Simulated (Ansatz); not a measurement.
Consider GaH₂N···H₂.

```tsv
atom	x (Å)	y (Å)	z (Å)
Ga	-0.9147	-0.5657	-0.1094
H	2.0101	-0.2613	0.9556
N	-0.6252	0.9872	-0.7282
H	1.7120	0.3037	0.5636
H	-0.8356	-1.9327	0.5731
H	-1.3466	1.4687	-1.2548
```

The product side of a reaction path; geometry: PBE0-D4/def2-TZVP.

Computed with RKS PBE0-D4/def2-TZVPP in Ansatz 0.2.0.

Predict the electron density and electron localisation function between the atoms.

Ga1···H4 (2.85 Å): the density falls to about 0.05 e/Å³ on the way; the ELF dips to about 0 between them.
Ga–N (1.70 Å): ρ at the midpoint is about 1.2 e/Å³; the ELF peaks at about 0.80 in the valence shell of N, 0.6 Å from its nucleus, and is about 0.30 at the midpoint.
H–H (0.75 Å): ρ is about 1.8 e/Å³ halfway; the ELF peaks at about 1 between the atoms.
N–H (1.01 Å): the density is about 2.8 e/Å³ at the midpoint; the ELF climbs to about 1 towards the hydrogen, as it does in any bond to H; a covalent bond by its length.

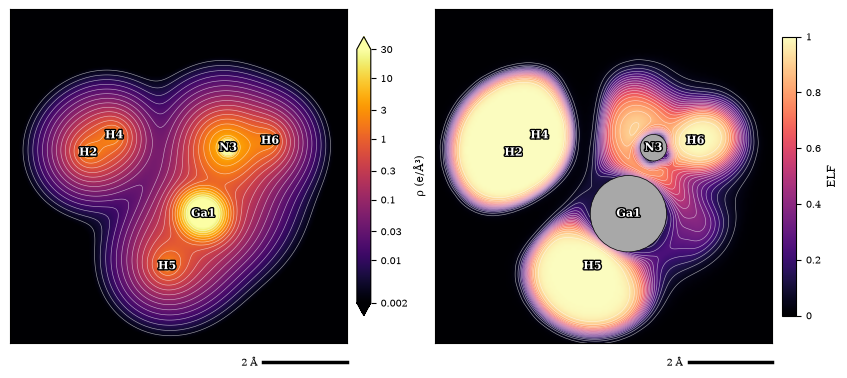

Computed electron density and electron localisation function on the molecular plane, in this order. Grey discs cover the atomic cores in the ELF map. 
